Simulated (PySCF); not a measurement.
# C3H7NSi: electronic excitations at several levels of theory

How much do the electronic excitations of C3H7NSi (`C=C/C=N/[SiH3]`) depend on the level of theory, and what does each level cost?

Programs: PySCF 2.14.0, with density-fitted response routines of our own. Each step states its level of theory. These are calculated values for one molecule in the gas phase, unless marked as measured. Atoms are numbered from 0 throughout.

### 1 Starting geometry

12 atoms, charge 0, multiplicity 1; geometry from: GFN2-xTB. The atoms were then displaced at random by about 0.01 Å, so the start is not that level's minimum.

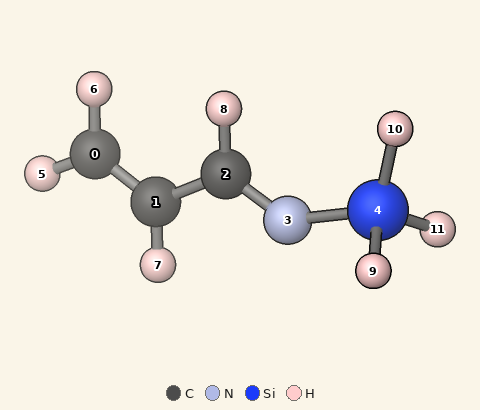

As it starts; carbon dark grey, nitrogen light blue, silicon blue, hydrogen pink, atoms numbered.

### 2 Relaxing the molecule at PBE0-D3(BJ)/def2-SVP

What the job is given:

```
{"job": {"xc": "PBE0", "basis": "def2-SVP", "d3": "d3bj", "grid": 1, "shake": 0.01, "kind": "geom"}, "charge": 0, "multiplicity": 1}
C     -2.520670     0.646870     0.360270
C     -1.571110    -0.132250    -0.062970
C     -0.181110     0.173360     0.129260
N      0.774290    -0.570150    -0.322600
Si     2.452090    -0.539950    -0.322380
H     -3.583880     0.448040     0.189050
H     -2.319200     1.591940     0.875100
H     -1.758610    -1.043770    -0.590940
H      0.044290     1.102160     0.721290
H      2.815880    -1.787160     0.358260
H      3.084170     0.596730     0.382070
H      2.803560    -0.514090    -1.725440
```

Launch:

```sh
$ OMP_NUM_THREADS=1 python probes_run.py task.json out
```

The driver reads the jobs from task.json and runs them one after another.

Standard output:

```text
step   0  E = -462.18644500  max force = 0.063866
step   1  E = -462.19483051  max force = 0.013480
step   2  E = -462.19494172  max force = 0.009628
step   3  E = -462.19570213  max force = 0.005304
step   4  E = -462.19551942  max force = 0.005522
step   5  E = -462.19597488  max force = 0.001651
step   6  E = -462.19602663  max force = 0.000597
step   7  E = -462.19603667  max force = 0.000502
step   8  E = -462.19604344  max force = 0.000296
optimisation converged
```

Run time: 29 s. Hardware: 1 thread of Arm Neoverse V2, shared host; peak memory 0.45 GiB.

The steps of the relaxation: (the energy doesn't fall at every step)

```tsv
step	energy from step 0 (eV)	largest force component (eV/Å)
0	0.0000	3.2841
1	-0.2282	0.6932
2	-0.2312	0.4951
3	-0.2519	0.2727
4	-0.2469	0.2840
5	-0.2593	0.0849
6	-0.2607	0.0307
7	-0.2610	0.0258
8	-0.2612	0.0152
```

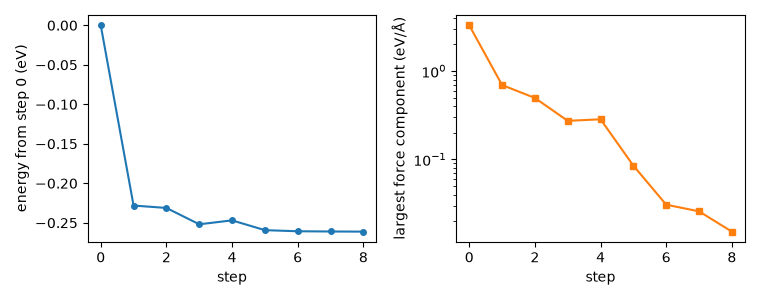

Energy and force, step by step.

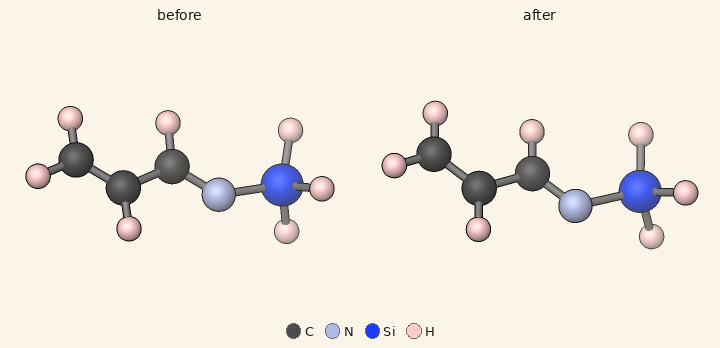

The geometry before (left) and after (right).

Close pairs (by a distance rule), those that changed most:

```tsv
bond	before (Å)	after (Å)	change (Å)
N3–Si4	1.678	1.748	+0.069
Si4–H11	1.447	1.492	+0.046
C0–C1	1.299	1.339	+0.039
C1–C2	1.436	1.463	+0.026
Si4–H9	1.467	1.492	+0.025
C1–H7	1.070	1.095	+0.025
Si4–H10	1.479	1.504	+0.025
C2–N3	1.292	1.271	-0.021
```

The end geometry stands in the next job.

```tsv
at the end point	value
point group (found at 0.08 Å tolerance)	Cs
rotational constants (GHz, main isotopes)	25.430, 1.493, 1.434
dipole moment (D)	1.94
```

### 3 Ultraviolet spectrum: PBE0/def2-TZVP

What the job is given:

```
{"job": {"kind": "uv", "xc": "PBE0", "basis": "def2-TZVP"}, "charge": 0, "multiplicity": 1}
C     -2.463392     0.839683     0.448685
C     -1.615129    -0.068057    -0.049784
C     -0.163644     0.081200     0.050469
N      0.646146    -0.777140    -0.420999
Si     2.388390    -0.661743    -0.349264
H     -3.546599     0.721091     0.369410
H     -2.094940     1.737592     0.956276
H     -1.967914    -0.969972    -0.559911
H      0.168696     1.008193     0.573488
H      2.915998    -1.871207     0.346678
H      2.858253     0.569151     0.375441
H      2.917695    -0.639284    -1.744205
```

With the program's defaults for keys left out, this is: TDDFT PBE0/def2-TZVP, vertical, gas phase, core orbitals frozen in the response.

Standard output:

```text
coarse grid: 10288 points
cycle   1  E = -462.4479067688  dE =  3.261e-01  |g| = 4.267e-01  |ddm| = 2.560e+00
cycle   2  E = -462.3696721006  dE =  7.823e-02  |g| = 7.255e-01  |ddm| = 1.327e+00
cycle   3  E = -462.4874885053  dE = -1.178e-01  |g| = 1.213e-01  |ddm| = 9.912e-01
cycle   4  E = -462.4908318013  dE = -3.343e-03  |g| = 3.633e-02  |ddm| = 1.060e-01
cycle   5  E = -462.4911802688  dE = -3.485e-04  |g| = 8.226e-03  |ddm| = 3.854e-02
cycle   6  E = -462.4911939552  dE = -1.369e-05  |g| = 4.051e-03  |ddm| = 7.691e-03
cycle   7  E = -462.4911981956  dE = -4.240e-06  |g| = 3.548e-04  |ddm| = 3.032e-03
final grid: 94152 points
cycle   8  E = -462.4810453279  dE = -3.023e-05  |g| = 5.871e-03  |ddm| = 3.969e-02
cycle   9  E = -462.4810428705  dE =  2.457e-06  |g| = 6.609e-03  |ddm| = 1.249e-02
cycle  10  E = -462.4810532741  dE = -1.040e-05  |g| = 1.205e-03  |ddm| = 7.260e-03
cycle  11  E = -462.4810535931  dE = -3.190e-07  |g| = 3.542e-04  |ddm| = 1.280e-03
cycle  12  E = -462.4810536243  dE = -3.111e-08  |g| = 5.442e-05  |ddm| = 3.154e-04
cycle  13  E = -462.4810536248  dE = -4.987e-10  |g| = 3.499e-05  |ddm| = 5.706e-05
cycle  14  E = -462.4810536250  dE = -2.823e-10  |g| = 5.528e-06  |ddm| = 2.263e-05
converged SCF energy = -462.4810536250

Static polarisability (au): isotropic 76.872, principal 49.509 62.720 118.388

Singlet excitations
state   eV       nm        f      main configurations
  1   3.7137    333.9   0.00005   H->L 0.98
  2   5.8228    212.9   0.73530   H-1->L 0.95
  3   6.5498    189.3   0.05994   H->L+1 0.98
  4   6.6434    186.6   0.00420   H-3->L 0.92
  5   6.8105    182.0   0.00004   H->L+2 0.95
  6   6.9444    178.5   0.00168   H-2->L 0.91
  7   7.4028    167.5   0.00001   H-1->L+1 0.82, H-4->L 0.13
  8   7.4142    167.2   0.00004   H-4->L 0.80, H-1->L+1 0.12
  9   7.5784    163.6   0.00210   H->L+4 0.96
 10   7.6977    161.1   0.03041   H->L+3 0.88

Triplet excitations (Tamm-Dancoff, eV): 3.1948 3.3707 5.2731 6.1964
```

It took 18 s on 1 thread of Arm Neoverse V2, shared host; peak memory 0.81 GiB.

Frontier orbitals and where they lie:

```tsv
orbital	eV	atoms
HOMO−3	-9.53	Si4 42 %, H10 25 %, H9 12 %
HOMO−2	-9.50	Si4 33 %, H11 20 %, H9 16 %
HOMO−1	-7.83	C0 34 %, C1 24 %, N3 20 %
HOMO	-7.20	N3 57 %, C2 14 %, Si4 10 %
LUMO	-1.72	C0 30 %, C2 24 %, N3 19 %
LUMO+1	0.70	Si4 80 %, N3 5 %, H8 5 %
LUMO+2	1.19	C1 32 %, C2 30 %, C0 21 %
```

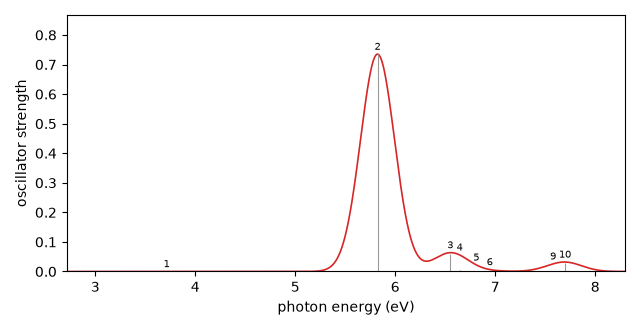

Absorption spectrum from the 10 singlet states computed; above the last one it falls off for lack of states. Lines are broadened to a width of 0.40 eV (Gaussian).

Further results of this job:

```tsv
property	computed
dipole moment (D)	2.03
polarisability (Å³)	11.39
HOMO–LUMO gap (eV)	5.48
−ε(HOMO) (eV)	7.20
```

### 4 Excited states and response: PBE0/aug-cc-pVDZ

The job, as its differences from that of step 3:

```diff
@@ -1,2 +1,2 @@
-{"job": {"kind": "uv", "xc": "PBE0", "basis": "def2-TZVP"}, "charge": 0, "multiplicity": 1}
+{"job": {"kind": "uv", "xc": "PBE0", "basis": "aug-cc-pVDZ"}, "charge": 0, "multiplicity": 1}
 C     -2.463392     0.839683     0.448685
```

Level: TDDFT PBE0/aug-cc-pVDZ, vertical, gas phase, core orbitals frozen in the response.

Standard output:

```text
coarse grid: 10288 points
cycle   1  E = -462.3700775274  dE =  3.698e-01  |g| = 3.978e-01  |ddm| = 9.553e+00
cycle   2  E = -462.2931062088  dE =  7.697e-02  |g| = 6.984e-01  |ddm| = 2.263e+00
cycle   3  E = -462.4072058189  dE = -1.141e-01  |g| = 1.069e-01  |ddm| = 1.227e+00
cycle   4  E = -462.4100865627  dE = -2.881e-03  |g| = 2.958e-02  |ddm| = 2.995e-01
cycle   5  E = -462.4103276320  dE = -2.411e-04  |g| = 8.056e-03  |ddm| = 9.596e-02
cycle   6  E = -462.4103434966  dE = -1.586e-05  |g| = 2.744e-03  |ddm| = 2.085e-02
cycle   7  E = -462.4103455722  dE = -2.076e-06  |g| = 2.752e-04  |ddm| = 5.696e-03
final grid: 94152 points
cycle   8  E = -462.4227818034  dE = -1.674e-05  |g| = 5.723e-03  |ddm| = 1.759e-01
cycle   9  E = -462.4227788431  dE =  2.960e-06  |g| = 6.766e-03  |ddm| = 4.016e-02
cycle  10  E = -462.4227905800  dE = -1.174e-05  |g| = 1.381e-03  |ddm| = 1.796e-02
cycle  11  E = -462.4227910492  dE = -4.692e-07  |g| = 1.954e-04  |ddm| = 2.811e-03
cycle  12  E = -462.4227910588  dE = -9.612e-09  |g| = 5.276e-05  |ddm| = 5.119e-04
cycle  13  E = -462.4227910594  dE = -6.032e-10  |g| = 2.936e-05  |ddm| = 1.878e-04
converged SCF energy = -462.4227910594

Static polarisability (au): isotropic 82.017, principal 55.517 67.774 122.759

Singlet excitations
state   eV       nm        f      main configurations
  1   3.7312    332.3   0.00003   H->L 0.98
  2   5.7579    215.3   0.67370   H-1->L 0.90
  3   6.1934    200.2   0.12292   H->L+1 0.63, H->L+3 0.15, H->L+2 0.10
  4   6.5115    190.4   0.00047   H->L+5 0.80, H->L+7 0.10
  5   6.5940    188.0   0.03962   H->L+3 0.50, H->L+1 0.26, H->L+4 0.14
  6   6.6532    186.4   0.00369   H-3->L 0.92
  7   6.7041    184.9   0.05776   H->L+2 0.66, H->L+4 0.29
  8   6.7450    183.8   0.03349   H->L+4 0.48, H->L+3 0.29, H->L+2 0.18
  9   6.8233    181.7   0.02581   H-1->L+1 0.95
 10   6.9367    178.7   0.00308   H-2->L 0.84

Triplet excitations (Tamm-Dancoff, eV): 3.2102 3.3769 5.2693 5.9558
```

It took 15 s on 1 thread of Arm Neoverse V2, shared host; peak memory 0.79 GiB.

In short: HOMO -7.19 eV, LUMO -1.72 eV; lowest singlet 3.73 eV.

### 5 TDDFT and polarisability: PBE0/def2-TZVPD

The job, as its differences from that of step 4:

```diff
@@ -1,2 +1,2 @@
-{"job": {"kind": "uv", "xc": "PBE0", "basis": "aug-cc-pVDZ"}, "charge": 0, "multiplicity": 1}
+{"job": {"kind": "uv", "xc": "PBE0", "basis": "def2-TZVPD"}, "charge": 0, "multiplicity": 1}
 C     -2.463392     0.839683     0.448685
```

Level: TDDFT PBE0/def2-TZVPD, vertical, gas phase, core orbitals frozen in the response.

Standard output:

```text
coarse grid: 10288 points
cycle   1  E = -462.4490555755  dE =  3.257e-01  |g| = 4.256e-01  |ddm| = 3.456e+00
cycle   2  E = -462.3693409280  dE =  7.971e-02  |g| = 7.286e-01  |ddm| = 1.702e+00
cycle   3  E = -462.4884354621  dE = -1.191e-01  |g| = 1.217e-01  |ddm| = 1.086e+00
cycle   4  E = -462.4917966883  dE = -3.361e-03  |g| = 3.681e-02  |ddm| = 1.669e-01
cycle   5  E = -462.4921545179  dE = -3.578e-04  |g| = 8.396e-03  |ddm| = 5.754e-02
cycle   6  E = -462.4921687304  dE = -1.421e-05  |g| = 4.099e-03  |ddm| = 1.196e-02
cycle   7  E = -462.4921730743  dE = -4.344e-06  |g| = 3.413e-04  |ddm| = 4.759e-03
final grid: 94152 points
cycle   8  E = -462.4820326539  dE = -3.218e-05  |g| = 5.910e-03  |ddm| = 2.198e-01
cycle   9  E = -462.4820299782  dE =  2.676e-06  |g| = 6.715e-03  |ddm| = 1.608e-02
cycle  10  E = -462.4820406924  dE = -1.071e-05  |g| = 1.260e-03  |ddm| = 9.217e-03
cycle  11  E = -462.4820410431  dE = -3.507e-07  |g| = 3.563e-04  |ddm| = 1.774e-03
cycle  12  E = -462.4820410746  dE = -3.155e-08  |g| = 5.538e-05  |ddm| = 6.664e-04
cycle  13  E = -462.4820410752  dE = -5.116e-10  |g| = 3.599e-05  |ddm| = 8.085e-05
cycle  14  E = -462.4820410755  dE = -3.021e-10  |g| = 5.655e-06  |ddm| = 4.162e-05
converged SCF energy = -462.4820410755

Static polarisability (au): isotropic 81.344, principal 54.923 67.168 121.940

Singlet excitations
state   eV       nm        f      main configurations
  1   3.7085    334.3   0.00002   H->L 0.98
  2   5.7684    214.9   0.70975   H-1->L 0.94
  3   6.3085    196.5   0.08722   H->L+1 0.85, H->L+2 0.11
  4   6.6076    187.6   0.00186   H-3->L 0.63, H->L+4 0.30
  5   6.6389    186.8   0.00184   H->L+4 0.66, H-3->L 0.30
  6   6.8305    181.5   0.01508   H->L+2 0.54, H-2->L 0.30
  7   6.9355    178.8   0.00394   H-2->L 0.60, H->L+2 0.25
  8   7.0659    175.5   0.01450   H-1->L+1 0.97
  9   7.0832    175.0   0.03542   H->L+3 0.91
 10   7.1816    172.6   0.09308   H->L+5 0.94

Triplet excitations (Tamm-Dancoff, eV): 3.1929 3.3665 5.2599 6.0257
```

It took 25 s on 1 thread of Arm Neoverse V2, shared host; peak memory 0.96 GiB.

Key values: HOMO -7.23 eV, LUMO -1.76 eV; lowest singlet 3.71 eV.

### 6 TDDFT and polarisability: PBE0/6-31+G*

The job, as its differences from that of step 5:

```diff
@@ -1,2 +1,2 @@
-{"job": {"kind": "uv", "xc": "PBE0", "basis": "def2-TZVPD"}, "charge": 0, "multiplicity": 1}
+{"job": {"kind": "uv", "xc": "PBE0", "basis": "6-31+G*"}, "charge": 0, "multiplicity": 1}
 C     -2.463392     0.839683     0.448685
```

Level: TDDFT PBE0/6-31+G*, vertical, gas phase, core orbitals frozen in the response.

Standard output:

```text
coarse grid: 10288 points
cycle   1  E = -462.4004009364  dE =  3.502e-01  |g| = 3.966e-01  |ddm| = 3.631e+00
cycle   2  E = -462.3272796196  dE =  7.312e-02  |g| = 6.852e-01  |ddm| = 2.371e+00
cycle   3  E = -462.4377118604  dE = -1.104e-01  |g| = 1.089e-01  |ddm| = 1.905e+00
cycle   4  E = -462.4407227679  dE = -3.011e-03  |g| = 2.807e-02  |ddm| = 1.651e-01
cycle   5  E = -462.4409388562  dE = -2.161e-04  |g| = 7.867e-03  |ddm| = 6.611e-02
cycle   6  E = -462.4409545262  dE = -1.567e-05  |g| = 2.362e-03  |ddm| = 1.024e-02
cycle   7  E = -462.4409560431  dE = -1.517e-06  |g| = 2.859e-04  |ddm| = 3.586e-03
final grid: 94152 points
cycle   8  E = -462.3902491618  dE = -1.486e-05  |g| = 5.767e-03  |ddm| = 3.800e-02
cycle   9  E = -462.3902464591  dE =  2.703e-06  |g| = 6.759e-03  |ddm| = 1.827e-02
cycle  10  E = -462.3902582344  dE = -1.178e-05  |g| = 1.326e-03  |ddm| = 1.143e-02
cycle  11  E = -462.3902586759  dE = -4.415e-07  |g| = 1.767e-04  |ddm| = 2.206e-03
cycle  12  E = -462.3902586833  dE = -7.427e-09  |g| = 4.392e-05  |ddm| = 3.298e-04
cycle  13  E = -462.3902586837  dE = -3.968e-10  |g| = 2.502e-05  |ddm| = 8.589e-05
converged SCF energy = -462.3902586837

Static polarisability (au): isotropic 74.770, principal 48.052 60.866 115.392

Singlet excitations
state   eV       nm        f      main configurations
  1   3.7919    327.0   0.00015   H->L 0.98
  2   5.8280    212.7   0.68891   H-1->L 0.92
  3   6.2841    197.3   0.10317   H->L+1 0.89
  4   6.6678    185.9   0.00008   H->L+4 0.91
  5   6.7922    182.5   0.00440   H-3->L 0.91
  6   6.8594    180.8   0.03936   H->L+2 0.81
  7   7.0152    176.7   0.01322   H-1->L+1 0.96
  8   7.0416    176.1   0.01085   H-2->L 0.79
  9   7.0689    175.4   0.03075   H->L+3 0.87
 10   7.0957    174.7   0.09750   H->L+5 0.89

Triplet excitations (Tamm-Dancoff, eV): 3.2554 3.3725 5.2930 6.0232
```

Run time: 7.5 s. Hardware: 1 thread of Arm Neoverse V2, shared host; peak memory 0.57 GiB.

Key values: HOMO -7.21 eV, LUMO -1.67 eV; lowest singlet 3.79 eV.

### 7 Comparing the runs: electronic excitations

Excitations and ground-state properties, with basis size and wall time:

```tsv
run	lowest singlet (eV)	brightest (eV)	f	gap (eV)	α (Å³)	μ (D)	functions	time
PBE0/def2-TZVP	3.71	5.82	0.735	5.48	11.39	2.03	203	18 s
PBE0/aug-cc-pVDZ	3.73	5.76	0.674	5.47	12.15	2.00	182	15 s
PBE0/def2-TZVPD	3.71	5.77	0.710	5.47	12.05	2.06	254	25 s
PBE0/6-31+G*	3.79	5.83	0.689	5.54	11.08	2.04	108	7.5 s
```

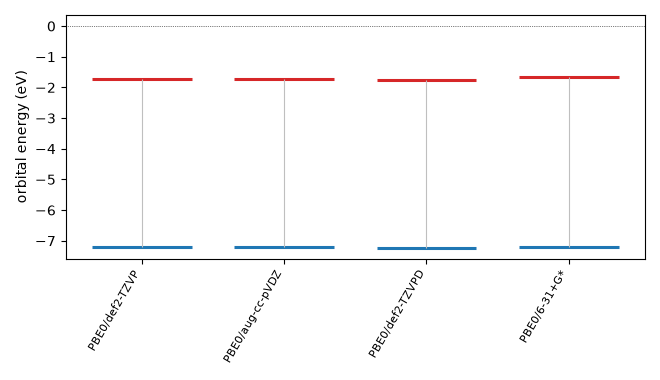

HOMO (blue) and LUMO (red) run by run.

### 8 Summary of results

```
                                quantity                        value
                             point group                           Cs
    rotational constants (main isotopes)        25.43, 1.49, 1.43 GHz
         lowest singlet (PBE0/def2-TZVP)  3.71 eV (334 nm), f = 0.000
brightest single state of those computed  state 2, 5.82 eV, f = 0.735
                          lowest triplet                      3.19 eV
             range of the lowest singlet              3.71 to 3.79 eV
```

What this shows: Single values in the summary come from the first run of each kind that ended normally (PBE0/def2-TZVP), which need not be the best level. Relaxing lowered the energy by 0.261 eV in 8 steps; the close pair that moved most is N3–Si4, from 1.678 to 1.748 Å. The lowest singlet, at 3.71 eV, is HOMO→LUMO 0.98 and is dark; of the 10 states computed, the strongest absorption comes from state 2 at 5.82 eV. The lowest triplet lies 0.52 eV below the lowest singlet (triplets in Tamm-Dancoff, singlets in full TDDFT). The lowest singlet runs from 3.71 eV (PBE0/def2-TZVPD) to 3.79 eV (PBE0/6-31+G*), while the orbital gap spans 5.47 to 5.54 eV. The lowest state need not be the same one in every run.
